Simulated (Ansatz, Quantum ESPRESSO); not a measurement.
# From contact to tunnelling: vacuum gaps between two Li(110) faces, part 2 of 5

Wanted: T at the Fermi level along a series, and its decay constant, for vacuum gaps between two Li(110) faces.

Quantum ESPRESSO 7.5; plane-wave DFT, PBE, GBRV ultrasoft pseudopotentials; cross-check by Ansatz 0.2.0 with PAW datasets.

So far. Step 2 (Ground state, 5 Å): The run needed 38 iterations to bring the estimated error under 1e-07 Ry; the largest force on any atom, held or free, is 0.08 eV/Å.

### 3. The open system, 5 Å

Level of this step: transmission by pwcond, lead and junction from one cell; plane-wave DFT, PBE, GBRV ultrasoft pseudopotentials (Quantum ESPRESSO).

prefixt takes both regions from one run: the lead from 0 to bdl, the scattering region from bdl to bds (units of alat). ikind = 1 puts the same lead on both sides. The program's T_tot counts both spins in a run without spin; the tables below give T per spin.

j0.cond.in reads:

```
&inputcond
  outdir = './out'
  prefixt = 'j0.scf'
  tran_file = 'j0.cond.dat'
  bdl = 1.4142135610
  bds = 9.2316629651
  ikind = 1
  ewind = 4.0
  epsproj = 1e-05
  nz1 = 7
  energy0 = 0.4
  denergy = -0.4
/
21
  0.00000000 0.00000000 0.01562500
  0.00000000 0.12500000 0.03125000
  0.00000000 0.25000000 0.03125000
  0.00000000 0.37500000 0.03125000
  0.00000000 0.50000000 0.01562500
  0.12500000 0.00000000 0.06250000
  0.12500000 0.25000000 0.06250000
  0.12500000 0.37500000 0.06250000
  0.12500000 0.50000000 0.06250000
  0.25000000 0.00000000 0.06250000
  0.25000000 0.12500000 0.03125000
  0.25000000 0.37500000 0.06250000
  0.25000000 0.50000000 0.06250000
  0.25000000 0.62500000 0.03125000
  0.37500000 0.00000000 0.06250000
  0.37500000 0.12500000 0.06250000
  0.37500000 0.50000000 0.06250000
  0.37500000 0.62500000 0.06250000
  0.50000000 0.00000000 0.03125000
  0.50000000 0.12500000 0.06250000
  0.50000000 0.25000000 0.03125000
3
```

Command:

```
$ OMP_NUM_THREADS=1 mpirun -n 2 pwcond.x -in j0.cond.in > j0.cond.out
```

Log:

```text
[banner, memory and clock lines left out]
Program PWCOND v.7.5 starts

          URL

     ./out/j0.scf.save/

     IMPORTANT: XC functional enforced from input :
     Exchange-correlation= PBE
                           (   1   4   3   4   0   0   0)
     Any further DFT definition will be discarded
     Please, verify this is what you really want

     Reading collected, re-writing distributed wavefunctions

===== INPUT FILE containing all the regions =====

     GEOMETRY:

     lattice parameter (alat)  =       6.5007  a.u.
     the volume                =    1793.2336 (a.u.)^3
     the cross section         =      29.8813 (a.u.)^2
     l of the unit cell        =       9.2317 (alat)
     number of atoms/cell      =           12
     number of atomic types    =            1

     crystal axes: (cart. coord. in units of alat)
               a(1) = (  1.0000  0.0000  0.0000 )
               a(2) = (  0.5000  0.7071  0.0000 )
               a(3) = (  0.0000  0.0000  9.2317 )

   Cartesian axes

     site n.     atom                  positions (alat units)
          1        Li     tau(  1)=(  0.0000  0.0000  9.2317  )
          2        Li     tau(  2)=(  0.5000  0.0000  0.7071  )
          3        Li     tau(  3)=(  0.0000  0.0000  1.4142  )
          4        Li     tau(  4)=(  0.5000  0.0000  2.1213  )
          5        Li     tau(  5)=(  0.0000  0.0000  2.8284  )
          6        Li     tau(  6)=(  0.5000  0.0000  3.5355  )
          7        Li     tau(  7)=(  0.0000  0.0000  4.9890  )
          8        Li     tau(  8)=(  0.5000  0.0000  5.6961  )
          9        Li     tau(  9)=(  0.0000  0.0000  6.4032  )
         10        Li     tau( 10)=(  0.5000  0.0000  7.1103  )
         11        Li     tau( 11)=(  0.0000  0.0000  7.8174  )
         12        Li     tau( 12)=(  0.5000  0.0000  8.5246  )

     nr1s                      =           27
     nr2s                      =           24
     nr3s                      =          243
     nr1sx                     =           27
     nr2sx                     =           24
     nr3sx                     =          243
     nr1                       =           30
     nr2                       =           25
     nr3                       =          288
     nr1x                      =           30
     nr2x                      =           25
     nr3x                      =          288

 _______________________________
  Radii of nonlocal spheres:

     type       ibeta     ang. mom.          radius (alat units)
       Li         1         0                    0.3102
       Li         2         0                    0.3102
       Li         3         0                    0.3102
       Li         4         1                    0.3102
       Li         5         1                    0.3102
----- General information -----

--- T calc. with identical leads (ikind=1) ---

     nrx                       =           27
     nry                       =           24
     nz1                       =            7

     energy0               =         4.0E-01
     denergy               =        -4.0E-01
     nenergy               =          3
     ecut2d                =         4.0E+01
     ewind                 =         4.0E+00
     epsproj               =         1.0E-05

     number of k_|| points=   21
                       cryst. coord.
        k(    1) = (   0.0000000   0.0000000), wk =   0.0156250
        k(    2) = (   0.0000000   0.1250000), wk =   0.0312500
        k(    3) = (   0.0000000   0.2500000), wk =   0.0312500
        k(    4) = (   0.0000000   0.3750000), wk =   0.0312500
        k(    5) = (   0.0000000   0.5000000), wk =   0.0156250
        k(    6) = (   0.1250000   0.0000000), wk =   0.0625000
        k(    7) = (   0.1250000   0.2500000), wk =   0.0625000
        k(    8) = (   0.1250000   0.3750000), wk =   0.0625000
        k(    9) = (   0.1250000   0.5000000), wk =   0.0625000
        k(   10) = (   0.2500000   0.0000000), wk =   0.0625000
        k(   11) = (   0.2500000   0.1250000), wk =   0.0312500
        k(   12) = (   0.2500000   0.3750000), wk =   0.0625000
        k(   13) = (   0.2500000   0.5000000), wk =   0.0625000
        k(   14) = (   0.2500000   0.6250000), wk =   0.0312500
        k(   15) = (   0.3750000   0.0000000), wk =   0.0625000
        k(   16) = (   0.3750000   0.1250000), wk =   0.0625000
        k(   17) = (   0.3750000   0.5000000), wk =   0.0625000
        k(   18) = (   0.3750000   0.6250000), wk =   0.0625000
        k(   19) = (   0.5000000   0.0000000), wk =   0.0312500
        k(   20) = (   0.5000000   0.1250000), wk =   0.0625000
        k(   21) = (   0.5000000   0.2500000), wk =   0.0312500
----- Information about left/right lead -----

     nocros                   =            9
     noins                    =            9
     norb                     =           27
     norbf                    =           99
     nrz                      =           37

      iorb      type   ibeta   ang. mom.   m       position (alat)
        1        1       1        0        1   taunew(   1)=(  0.0000  0.0000  0.0000)
        2        1       2        0        1   taunew(   2)=(  0.0000  0.0000  0.0000)
        3        1       3        0        1   taunew(   3)=(  0.0000  0.0000  0.0000)
        4        1       4        1        1   taunew(   4)=(  0.0000  0.0000  0.0000)
        5        1       4        1        2   taunew(   5)=(  0.0000  0.0000  0.0000)
        6        1       4        1        3   taunew(   6)=(  0.0000  0.0000  0.0000)
        7        1       5        1        1   taunew(   7)=(  0.0000  0.0000  0.0000)
        8        1       5        1        2   taunew(   8)=(  0.0000  0.0000  0.0000)
        9        1       5        1        3   taunew(   9)=(  0.0000  0.0000  0.0000)
       10        1       1        0        1   taunew(  10)=(  0.5000  0.0000  0.7071)
       11        1       2        0        1   taunew(  11)=(  0.5000  0.0000  0.7071)
       12        1       3        0        1   taunew(  12)=(  0.5000  0.0000  0.7071)
       13        1       4        1        1   taunew(  13)=(  0.5000  0.0000  0.7071)
       14        1       4        1        2   taunew(  14)=(  0.5000  0.0000  0.7071)
       15        1       4        1        3   taunew(  15)=(  0.5000  0.0000  0.7071)
       16        1       5        1        1   taunew(  16)=(  0.5000  0.0000  0.7071)
       17        1       5        1        2   taunew(  17)=(  0.5000  0.0000  0.7071)
       18        1       5        1        3   taunew(  18)=(  0.5000  0.0000  0.7071)
       19        1       1        0        1   taunew(  19)=(  0.0000  0.0000  1.4142)
[...]
47        1       2        0        1   taunew(  47)=(  0.5000  0.0000  4.2819)
       48        1       3        0        1   taunew(  48)=(  0.5000  0.0000  4.2819)
       49        1       4        1        1   taunew(  49)=(  0.5000  0.0000  4.2819)
       50        1       4        1        2   taunew(  50)=(  0.5000  0.0000  4.2819)
       51        1       4        1        3   taunew(  51)=(  0.5000  0.0000  4.2819)
       52        1       5        1        1   taunew(  52)=(  0.5000  0.0000  4.2819)
       53        1       5        1        2   taunew(  53)=(  0.5000  0.0000  4.2819)
       54        1       5        1        3   taunew(  54)=(  0.5000  0.0000  4.2819)
       55        1       1        0        1   taunew(  55)=(  0.0000  0.0000  4.9890)
       56        1       2        0        1   taunew(  56)=(  0.0000  0.0000  4.9890)
       57        1       3        0        1   taunew(  57)=(  0.0000  0.0000  4.9890)
       58        1       4        1        1   taunew(  58)=(  0.0000  0.0000  4.9890)
       59        1       4        1        2   taunew(  59)=(  0.0000  0.0000  4.9890)
       60        1       4        1        3   taunew(  60)=(  0.0000  0.0000  4.9890)
       61        1       5        1        1   taunew(  61)=(  0.0000  0.0000  4.9890)
       62        1       5        1        2   taunew(  62)=(  0.0000  0.0000  4.9890)
       63        1       5        1        3   taunew(  63)=(  0.0000  0.0000  4.9890)
       64        1       1        0        1   taunew(  64)=(  0.5000  0.0000  5.6961)
       65        1       2        0        1   taunew(  65)=(  0.5000  0.0000  5.6961)
       66        1       3        0        1   taunew(  66)=(  0.5000  0.0000  5.6961)
       67        1       4        1        1   taunew(  67)=(  0.5000  0.0000  5.6961)
       68        1       4        1        2   taunew(  68)=(  0.5000  0.0000  5.6961)
       69        1       4        1        3   taunew(  69)=(  0.5000  0.0000  5.6961)
       70        1       5        1        1   taunew(  70)=(  0.5000  0.0000  5.6961)
       71        1       5        1        2   taunew(  71)=(  0.5000  0.0000  5.6961)
       72        1       5        1        3   taunew(  72)=(  0.5000  0.0000  5.6961)
       73        1       1        0        1   taunew(  73)=(  0.0000  0.0000  6.4032)
       74        1       2        0        1   taunew(  74)=(  0.0000  0.0000  6.4032)
       75        1       3        0        1   taunew(  75)=(  0.0000  0.0000  6.4032)
       76        1       4        1        1   taunew(  76)=(  0.0000  0.0000  6.4032)
       77        1       4        1        2   taunew(  77)=(  0.0000  0.0000  6.4032)
       78        1       4        1        3   taunew(  78)=(  0.0000  0.0000  6.4032)
       79        1       5        1        1   taunew(  79)=(  0.0000  0.0000  6.4032)
       80        1       5        1        2   taunew(  80)=(  0.0000  0.0000  6.4032)
       81        1       5        1        3   taunew(  81)=(  0.0000  0.0000  6.4032)
       82        1       1        0        1   taunew(  82)=(  0.5000  0.0000  7.1103)
       83        1       2        0        1   taunew(  83)=(  0.5000  0.0000  7.1103)
       84        1       3        0        1   taunew(  84)=(  0.5000  0.0000  7.1103)
       85        1       4        1        1   taunew(  85)=(  0.5000  0.0000  7.1103)
       86        1       4        1        2   taunew(  86)=(  0.5000  0.0000  7.1103)
       87        1       4        1        3   taunew(  87)=(  0.5000  0.0000  7.1103)
       88        1       5        1        1   taunew(  88)=(  0.5000  0.0000  7.1103)
       89        1       5        1        2   taunew(  89)=(  0.5000  0.0000  7.1103)
       90        1       5        1        3   taunew(  90)=(  0.5000  0.0000  7.1103)
       91        1       1        0        1   taunew(  91)=(  0.0000  0.0000  7.8174)
       92        1       2        0        1   taunew(  92)=(  0.0000  0.0000  7.8174)
       93        1       3        0        1   taunew(  93)=(  0.0000  0.0000  7.8174)
       94        1       4        1        1   taunew(  94)=(  0.0000  0.0000  7.8174)
       95        1       4        1        2   taunew(  95)=(  0.0000  0.0000  7.8174)
       96        1       4        1        3   taunew(  96)=(  0.0000  0.0000  7.8174)
       97        1       5        1        1   taunew(  97)=(  0.0000  0.0000  7.8174)
       98        1       5        1        2   taunew(  98)=(  0.0000  0.0000  7.8174)
       99        1       5        1        3   taunew(  99)=(  0.0000  0.0000  7.8174)
 ngper, shell number =           95          24
 ngper, n2d =           95          49
---  E-Ef =    0.4000000  k =    0.0000000   0.0000000
---  ie =          1  ik =          1
 Nchannels of the left tip =            0
 Right moving states:
   k1(2pi/a)   k2(2pi/a)   E-Ef (eV)
 Left moving states:
   k1(2pi/a)   k2(2pi/a)   E-Ef (eV)

 to transmit
          E-Ef(ev), T =    0.4000000   0.0000000
---  E-Ef =    0.0000000  k =    0.0000000   0.0000000
---  ie =          2  ik =          1
 Nchannels of the left tip =            1
 Right moving states:
   k1(2pi/a)   k2(2pi/a)   E-Ef (eV)
  -0.0792113   0.0000117   0.0000000
 Left moving states:
   k1(2pi/a)   k2(2pi/a)   E-Ef (eV)
   0.0792113   0.0000117   0.0000000

 to transmit
 Band j to band i transmissions and reflections:
    j         i     |T_ij|^2    |R_ij|^2

    1 -->     1     0.62787     0.37213
   Total T_j, R_j =    0.62787  0.37213

E-Ef(ev), T(x2 spins) =    0.0000000   1.2557307
---  E-Ef =   -0.4000000  k =    0.0000000   0.0000000
---  ie =          3  ik =          1
 Nchannels of the left tip =            1
 Right moving states:
   k1(2pi/a)   k2(2pi/a)   E-Ef (eV)
  -0.1533395   0.0000123  -0.4000000
 Left moving states:
   k1(2pi/a)   k2(2pi/a)   E-Ef (eV)
   0.1533395   0.0000123  -0.4000000

 to transmit
 Band j to band i transmissions and reflections:
    j         i     |T_ij|^2    |R_ij|^2

    1 -->     1     0.99963     0.00037
   Total T_j, R_j =    0.99963  0.00037

E-Ef(ev), T(x2 spins) =   -0.4000000   1.9992504
 ngper, shell number =           93          50
 ngper, n2d =           93          49
[... further energies and points left out ...]
---  E-Ef =    0.4000000  k =    0.5000000   0.2500000
---  ie =          1  ik =         21
 Nchannels of the left tip =            1
 Right moving states:
   k1(2pi/a)   k2(2pi/a)   E-Ef (eV)
  -0.4009780   0.0000082   0.4000000
 Left moving states:
   k1(2pi/a)   k2(2pi/a)   E-Ef (eV)
   0.4009780   0.0000082   0.4000000

 to transmit
 Band j to band i transmissions and reflections:
    j         i     |T_ij|^2    |R_ij|^2

    1 -->     1     0.10423     0.89577
   Total T_j, R_j =    0.10423  0.89577

E-Ef(ev), T(x2 spins) =    0.4000000   0.2084564
---  E-Ef =    0.0000000  k =    0.5000000   0.2500000
---  ie =          2  ik =         21
 Nchannels of the left tip =            1
 Right moving states:
   k1(2pi/a)   k2(2pi/a)   E-Ef (eV)
  -0.4794611   0.0000098   0.0000000
 Left moving states:
   k1(2pi/a)   k2(2pi/a)   E-Ef (eV)
   0.4794611   0.0000098   0.0000000

 to transmit
 Band j to band i transmissions and reflections:
    j         i     |T_ij|^2    |R_ij|^2

    1 -->     1     0.07319     0.92681
   Total T_j, R_j =    0.07319  0.92681

E-Ef(ev), T(x2 spins) =    0.0000000   0.1463754
---  E-Ef =   -0.4000000  k =    0.5000000   0.2500000
---  ie =          3  ik =         21
 Nchannels of the left tip =            1
 Right moving states:
   k1(2pi/a)   k2(2pi/a)   E-Ef (eV)
   0.4272730   0.0000115  -0.4000000
 Left moving states:
   k1(2pi/a)   k2(2pi/a)   E-Ef (eV)
  -0.4272730   0.0000115  -0.4000000

 to transmit
 Band j to band i transmissions and reflections:
    j         i     |T_ij|^2    |R_ij|^2

    1 -->     1     0.04528     0.95472
   Total T_j, R_j =    0.04528  0.95472

E-Ef(ev), T(x2 spins) =   -0.4000000   0.0905599
   T_tot     0.40000      0.53994E+00
   T_tot     0.00000      0.52047E+00
   T_tot    -0.40000      0.38947E+00

Note: The following floating-point exceptions are signalling: IEEE_UNDERFLOW_FLAG
Note: The following floating-point exceptions are signalling: IEEE_UNDERFLOW_FLAG
```

Elapsed: 82 s, on 2 MPI ranks of Arm Neoverse N1, shared host; peak memory 0.12 GiB; 2.7 min of CPU time.

This step gave:

```
lead channels at the Fermi level, one spin : 0.9219
transmission at the Fermi level, one spin  : 0.2602
conductance                                : 0.2602 G₀
```

Per spin; mean over the k mesh across the current. Table of open channels, zone mean by energy, zero at the Fermi level:

| energy (eV) | open channels, zone mean |
| --- | --- |
| -0.400 | 0.734 |
| 0.000 | 0.922 |
| 0.400 | 0.922 |

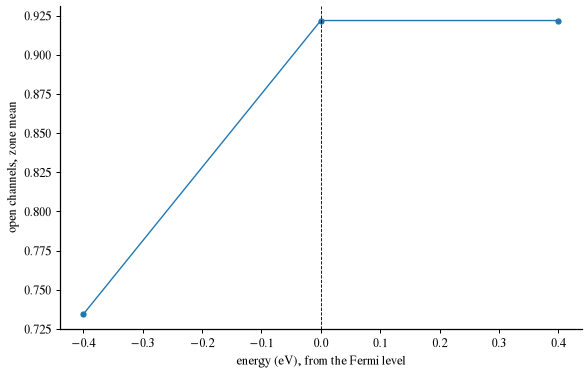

Open channels, zone mean against energy.

Per spin; mean over the k mesh across the current. The transmission, zone mean by energy, zero at the Fermi level:

| energy (eV) | transmission, zone mean |
| --- | --- |
| -0.400 | 0.195 |
| 0.000 | 0.260 |
| 0.400 | 0.270 |

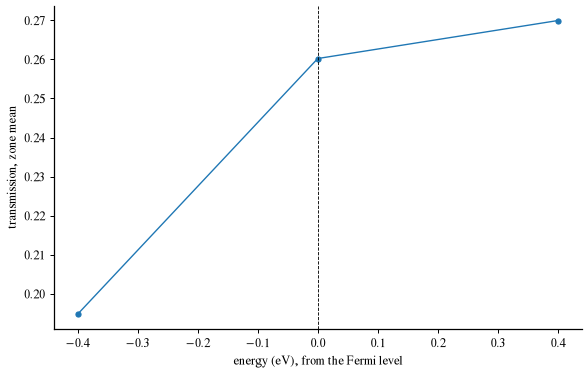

Transmission, zone mean against energy.

At 0.000 eV; k in fractions of b1, b2. Transmission by k point:

| k1 | k2 | weight | t | channels |
| --- | --- | --- | --- | --- |
| 0 | 0 | 0.01562 | 0.6279 | 1 |
| 0 | 0.125 | 0.03125 | 0.9996 | 1 |
| 0 | 0.25 | 0.03125 | 0.3362 | 1 |
| 0 | 0.375 | 0.03125 | 0.04412 | 1 |
| 0 | 0.5 | 0.01562 | 0 | 0 |
| 0.125 | 0 | 0.0625 | 0.9883 | 1 |
| 0.125 | 0.25 | 0.0625 | 0.6006 | 1 |
| 0.125 | 0.375 | 0.0625 | 0.1028 | 1 |
| 0.125 | 0.5 | 0.0625 | 0.001884 | 1 |
| 0.25 | 0 | 0.0625 | 0.5387 | 1 |
| 0.25 | 0.125 | 0.03125 | 0.8149 | 1 |
| 0.25 | 0.375 | 0.0625 | 0.1524 | 1 |
| 0.25 | 0.5 | 0.0625 | 0.01874 | 1 |
| 0.25 | 0.625 | 0.03125 | 0 | 0 |
| 0.375 | 0 | 0.0625 | 0.1238 | 1 |
| 0.375 | 0.125 | 0.0625 | 0.2551 | 1 |
| 0.375 | 0.5 | 0.0625 | 0.02387 | 1 |
| 0.375 | 0.625 | 0.0625 | 0 | 0 |
| 0.5 | 0 | 0.03125 | 0.01153 | 2 |
| 0.5 | 0.125 | 0.0625 | 0.0609 | 1 |
| 0.5 | 0.25 | 0.03125 | 0.07319 | 1 |

[end of part 2 of 5]

[Logs are printed without paths, hosts, clocks, repeated set-up lines and the standing remarks that a program may print on its own settings, such as how far it seeks lower states.]

[Hosts, paths, dates, database ids (printed as entryN), source tags and the programs' standing remarks are cut or masked in the printed files.]

[Maps of the electrostatic potential energy from Ansatz leave out the sawtooth potential of an applied field or a dipole correction, so their vacuum need not be flat; planar profiles and work functions include it.]
